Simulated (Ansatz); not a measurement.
```xyz
7

Cl   -1.5101   -2.1772    1.3894
In    0.1782   -1.0957    0.2292
Cl    2.0997   -0.4894    1.3916
Cl    0.3876   -1.5083   -2.0505
Se   -0.9172    1.5150    0.0007
H     0.3613    2.1130    0.4126
H    -0.5383    1.5746   -1.4188
```

Geometry: PBE0-D4/def2-TZVP; core potentials replace the inner electrons of In.

Computed with RKS PBE0-D4/def2-TZVPP in Ansatz.

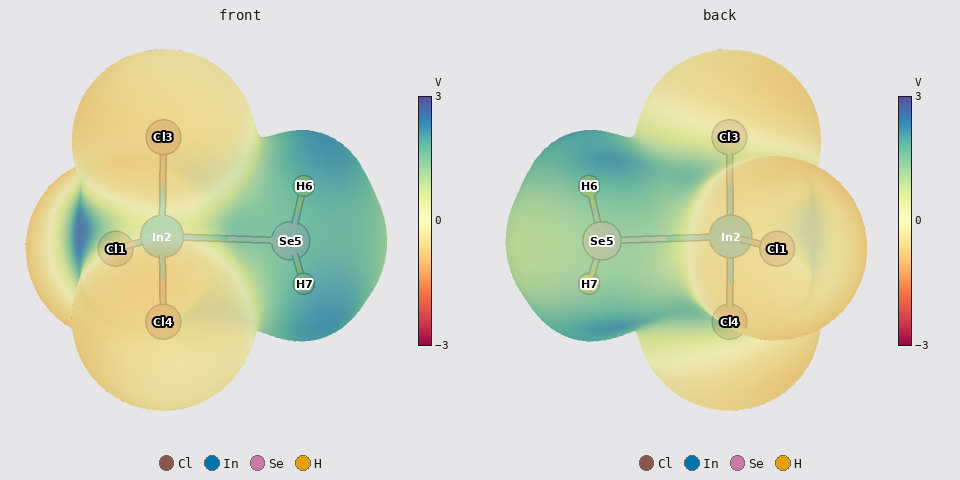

Cl$_{3}$H$_{2}$InSe (SMILES [Cl][In-]([Cl])([Cl])[SeH2+]). The molecular electrostatic potential painted on the density surface at 0.002 e/bohr³, seen from the front and from behind; red is negative and blue positive.

Which sites attract a positive test charge, and which a negative one?

A positive charge is drawn to the negative regions and a negative charge to the positive ones. The most negative region (about −0.7 V, or −16 kcal/mol for a unit charge) lies over Cl1, Cl3 and Cl4, the most positive (about +2.4 V, or +55 kcal/mol for a unit charge) over In2.
